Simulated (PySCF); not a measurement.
Run report: NaCl (charge +1), single-point calculation

The run: single-point calculation of NaCl, charge +1, multiplicity 2. Method and program: ROHF/cc-pvdz (PySCF 2.14.0).

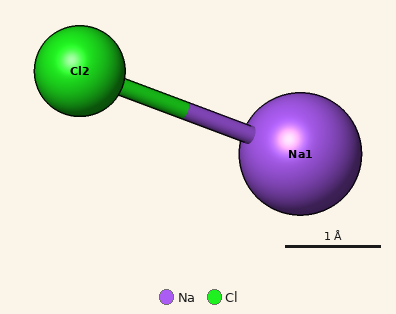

Fig. 1: The structure as given in the input (ball-and-stick view, seen at a tilt; atoms are numbered from 1 in the order of the input). Sticks mark near contacts. Bond lengths as drawn: Cl–Na 2.83 Å.

Key numbers

- outcome: converged
- SCF energy: −621.199841 hartree
- hardware: 1 CPU thread, shared host
- wall time: 3.3 s

Remarks

Notes on the run: PCM is an experimental feature.

Input file
```python
from pyscf import gto, scf, solvent

mol = gto.M(
    atom='Na 0 0 0; Cl 0 0 2.829',
    basis='cc-pvdz',
    charge=1,
    spin=1,
    verbose=4,
)
mf = scf.ROHF(mol)
mf = solvent.PCM(mf)
mf.with_solvent.eps = 2.27
mf.kernel()
mf.analyze()
print('orbital energies (hartree):', mf.mo_energy[..., max(0, mol.nelec[1]-3):mol.nelec[0]+3].round(4))
```

Run as:
```bash
OMP_NUM_THREADS=1 python input.py
```

What the program printed
```
PySCF version 2.14.0

[INPUT] verbose = 4
[INPUT] num. atoms = 2
[INPUT] num. electrons = 27
[INPUT] charge = 1
[INPUT] spin (= nelec alpha-beta = 2S) = 1
[INPUT] symmetry False subgroup None
[INPUT] Mole.unit = angstrom
[INPUT] Symbol           X                Y                Z      unit          X                Y                Z       unit  Magmom
[INPUT]  1 Na     0.000000000000   0.000000000000   0.000000000000 AA    0.000000000000   0.000000000000   0.000000000000 Bohr   0.0
[INPUT]  2 Cl     0.000000000000   0.000000000000   2.829000000000 AA    0.000000000000   0.000000000000   5.346035206395 Bohr   0.0

nuclear repulsion = 34.9791935107953
number of shells = 10
number of NR pGTOs = 82
number of NR cGTOs = 36
basis = cc-pvdz
ecp = {}

******** <class 'pyscf.solvent._attach_solvent.PCMROHF'> ********
method = PCMROHF
initial guess = minao
damping factor = 0
level_shift factor = 0
DIIS = <class 'pyscf.scf.diis.CDIIS'>
diis_start_cycle = 1
diis_space = 8
diis_damp = 0
SCF conv_tol = 1e-09
SCF conv_tol_grad = None
SCF max_cycles = 50
direct_scf = True
direct_scf_tol = 1e-13
num. doubly occ = 13  num. singly occ = 1
******** <class 'pyscf.solvent.pcm.PCM'> (In testing) ********

WARN: PCM is an experimental feature. It is still in testing.
Features and APIs may be changed in the future.

lebedev_order = 29 (302 grids per sphere)
eps = 2.27
frozen = False
Set gradient conv threshold to 3.16228e-05
PCM E_diel = -0.000133250778936829
Solvent Energy = -0.000133250778936829
init E= -621.126472706989
  HOMO = -0.440941229781212  LUMO = -0.052992118594567  gap/eV = 10.55663
PCM E_diel = -0.0527586590001698
Solvent Energy = -0.0527586590001698
cycle= 1 E= -621.193732250057  delta_E= -0.0673  |g|= 0.11  |ddm|= 0.694
  HOMO = -0.419421641625461  LUMO = -0.0672741519602327  gap/eV = 9.58242
PCM E_diel = -0.0524458205162514
Solvent Energy = -0.0524458205162514
cycle= 2 E= -621.199526133818  delta_E= -0.00579  |g|= 0.0318  |ddm|= 0.123
  HOMO = -0.392153321165184  LUMO = -0.0657731185615795  gap/eV = 8.88126
PCM E_diel = -0.0524723620834304
Solvent Energy = -0.0524723620834304
cycle= 3 E= -621.199825432552  delta_E= -0.000299  |g|= 0.00437  |ddm|= 0.0277
  HOMO = -0.392353904750288  LUMO = -0.0654878990810639  gap/eV = 8.89448
PCM E_diel = -0.0524767976494246
Solvent Energy = -0.0524767976494246
cycle= 4 E= -621.199840680131  delta_E= -1.52e-05  |g|= 0.000724  |ddm|= 0.00643
  HOMO = -0.392284357278367  LUMO = -0.0654946441880455  gap/eV = 8.89240
PCM E_diel = -0.0524758736865367
Solvent Energy = -0.0524758736865367
cycle= 5 E= -621.199841159053  delta_E= -4.79e-07  |g|= 0.000194  |ddm|= 0.0016
  HOMO = -0.392301022751243  LUMO = -0.0654947790261975  gap/eV = 8.89285
PCM E_diel = -0.0524762684256872
Solvent Energy = -0.0524762684256872
cycle= 6 E= -621.199841218345  delta_E= -5.93e-08  |g|= 3e-05  |ddm|= 0.000478
  HOMO = -0.392300957179302  LUMO = -0.0654946893918902  gap/eV = 8.89285
PCM E_diel = -0.0524764656301103
Solvent Energy = -0.0524764656301103
cycle= 7 E= -621.199841219395  delta_E= -1.05e-09  |g|= 7.45e-06  |ddm|= 6.49e-05
  HOMO = -0.392299344268889  LUMO = -0.0654951631846779  gap/eV = 8.89279
PCM E_diel = -0.052476490119428
Solvent Energy = -0.052476490119428
cycle= 8 E= -621.199841219455  delta_E= -6.06e-11  |g|= 1.89e-06  |ddm|= 1.4e-05
  HOMO = -0.392299629736832  LUMO = -0.065495176204841  gap/eV = 8.89280
```

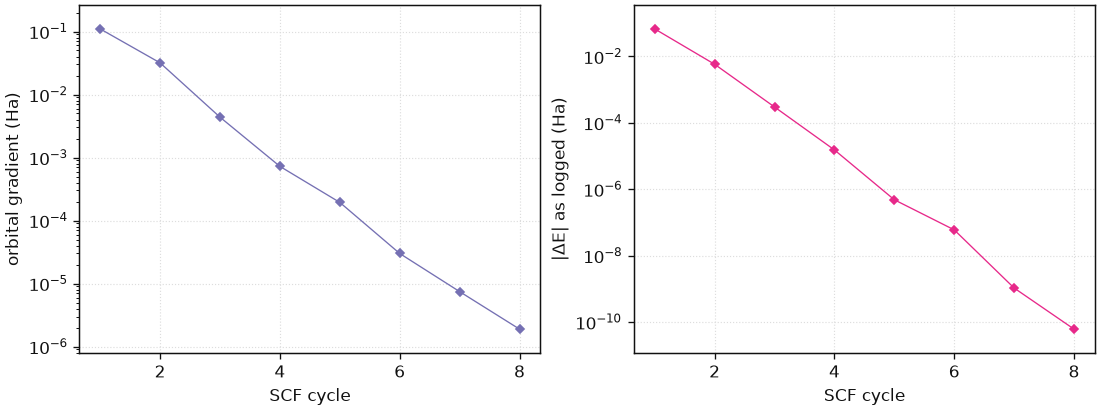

Fig. 2: Convergence of the self-consistent field: orbital gradient and size of the energy change against the SCF cycle. The residual falls at every step.

```
PCM E_diel = -0.052476501345549
Solvent Energy = -0.052476501345549
Extra cycle  E= -621.199841219469  delta_E= -1.42e-11  |g|= 1.33e-06  |ddm|= 5.4e-06
converged SCF energy = -621.199841219469
**** SCF Summaries ****
Total Energy =                        -621.199841219469363
Nuclear Repulsion Energy =              34.979193510795326
One-electron Energy =                 -926.624350709761643
Two-electron Energy =                  270.497792480842463
Two-electron Coulomb Energy =          311.923618674675367
DFT Exchange-Correlation Energy =      -41.425826193832904
HOMO-LUMO gap [eV] =                     8.892802138114158
**** MO energy ****
                Roothaan           | alpha              | beta
MO #1   energy= -104.985143005979  | -104.990399657197  | -104.979886354762  occ= 2
MO #2   energy= -40.6423597141063  | -40.642361012375   | -40.6423584158376  occ= 2
MO #3   energy= -10.7081591458458  | -10.7134345669183  | -10.7028837247733  occ= 2
MO #4   energy= -8.17517473814917  | -8.19900877006804  | -8.15134070632128  occ= 2
MO #5   energy= -8.17132702467532  | -8.17379521838675  | -8.16885883096389  occ= 2
MO #6   energy= -8.17079522117328  | -8.17326247351081  | -8.16832796883572  occ= 2
MO #7   energy= -2.95452595482496  | -2.95452925518914  | -2.95452265446078  occ= 2
MO #8   energy= -1.67738275557267  | -1.67739202931161  | -1.67737348183373  occ= 2
MO #9   energy= -1.67733943417968  | -1.67735240473769  | -1.67732646361761  occ= 2
MO #10  energy= -1.67720935919053  | -1.67721048260931  | -1.67720823577176  occ= 2
MO #11  energy= -1.17397077580029  | -1.23268684135767  | -1.11525471024292  occ= 2
MO #12  energy= -0.599253417505306 | -0.614018084143856 | -0.584488750866756 occ= 2
MO #13  energy= -0.587607960417571 | -0.60250510760986  | -0.57271081322275  occ= 2
MO #14  energy= -0.392299629736832 | -0.664745007851749 | -0.119854249195422 occ= 1
MO #15  energy= -0.065495176204841 | -0.0658673860049813 | -0.0651229664046823 occ= 0
MO #16  energy= -0.017233930384847 | -0.0180168241594255 | -0.0164510254145214 occ= 0
MO #17  energy= -0.0164995008020635 | -0.0166101815131402 | -0.0163888200905183 occ= 0
MO #18  energy= -0.00374544698241075 | -0.00473630560855077 | -0.00275458835626514 occ= 0
MO #19  energy= 0.0549233741254513 | 0.0546555705476334 | 0.0551911777032573 occ= 0
MO #20  energy= 0.0793074237545435 | 0.0785796308879368 | 0.0800352092273773 occ= 0
MO #21  energy= 0.0801824788984248 | 0.0800863557153696 | 0.0802786020813901 occ= 0
MO #22  energy= 0.108889346032295  | 0.108074000339697  | 0.109704691724903  occ= 0
MO #23  energy= 0.181065143792667  | 0.180796885110265  | 0.181333402475067  occ= 0
MO #24  energy= 0.181073569515172  | 0.180801877231917  | 0.181345261798432  occ= 0
MO #25  energy= 0.188442101080349  | 0.184336391354471  | 0.192547804739335  occ= 0
MO #26  energy= 0.18971148799555   | 0.189148000997067  | 0.190274974991242  occ= 0
MO #27  energy= 0.251010942260733  | 0.248224240363205  | 0.25379764415826   occ= 0
MO #28  energy= 0.687603679104165  | 0.650055797655834  | 0.725151561617209  occ= 0
MO #29  energy= 0.693855356308939  | 0.688882648984013  | 0.698828063627308  occ= 0
MO #30  energy= 0.708572059389556  | 0.701810506845737  | 0.715333611933375  occ= 0
MO #31  energy= 0.844777972576591  | 0.810314011213178  | 0.879241933939999  occ= 0
MO #32  energy= 0.854488038937314  | 0.808588161585969  | 0.900387916288659  occ= 0
MO #33  energy= 0.855811099626245  | 0.825872687307401  | 0.885749511945095  occ= 0
MO #34  energy= 0.879739961934242  | 0.836532123323234  | 0.922947799412304  occ= 0
MO #35  energy= 0.88946156970545   | 0.882987489778446  | 0.895935649632421  occ= 0
MO #36  energy= 1.09593508299789   | 1.08451157261351   | 1.10735859338227   occ= 0
 ** Mulliken pop on meta-lowdin orthogonal AOs  **
 ** Mulliken pop  **
pop of  0 Na 1s           2.00000
pop of  0 Na 2s           1.99985
pop of  0 Na 3s           0.05170
pop of  0 Na 4s           0.00051
pop of  0 Na 2px          2.00000
pop of  0 Na 2py          2.00000
pop of  0 Na 2pz          1.99999
pop of  0 Na 3px          0.00051
pop of  0 Na 3py          0.00014
pop of  0 Na 3pz          0.00106
pop of  0 Na 4px          0.00005
pop of  0 Na 4py          0.00002
pop of  0 Na 4pz          0.00057
pop of  0 Na 3dxy         0.00000
pop of  0 Na 3dyz         0.00007
pop of  0 Na 3dz^2        0.00016
pop of  0 Na 3dxz         0.00031
pop of  0 Na 3dx2-y2      0.00000
pop of  1 Cl 1s           2.00000
pop of  1 Cl 2s           1.99997
pop of  1 Cl 3s           1.97610
pop of  1 Cl 4s           0.00047
pop of  1 Cl 2px          2.00000
pop of  1 Cl 2py          1.99998
pop of  1 Cl 2pz          2.00000
pop of  1 Cl 3px          1.81889
pop of  1 Cl 3py          1.17818
pop of  1 Cl 3pz          1.96881
pop of  1 Cl 4px          0.00041
pop of  1 Cl 4py          0.00103
pop of  1 Cl 4pz          0.00005
pop of  1 Cl 3dxy         0.00001
pop of  1 Cl 3dyz         0.00016
pop of  1 Cl 3dz^2        0.00074
pop of  1 Cl 3dxz         0.00025
pop of  1 Cl 3dx2-y2      0.00000
 ** Mulliken atomic charges  **
charge of    0Na =      0.94506
charge of    1Cl =      0.05494

WARN: System has nonzero charge 1; the dipole moment is origin-dependent.
Location of origin: [0. 0. 0.]

Dipole moment(X, Y, Z, Debye): -0.00000, -0.00000,  0.76511
orbital energies (hartree): [-1.174  -0.5993 -0.5876 -0.3923 -0.0655 -0.0172 -0.0165]
```

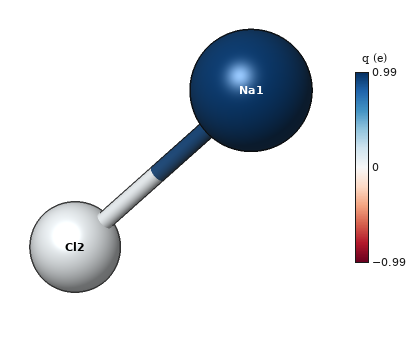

Fig. 3: meta-Löwdin charges, as the colour of each atom (ball-and-stick view, seen at an oblique angle; atoms are numbered from 1 in the order of the input). By element: Na +0.95 and Cl +0.05 e.
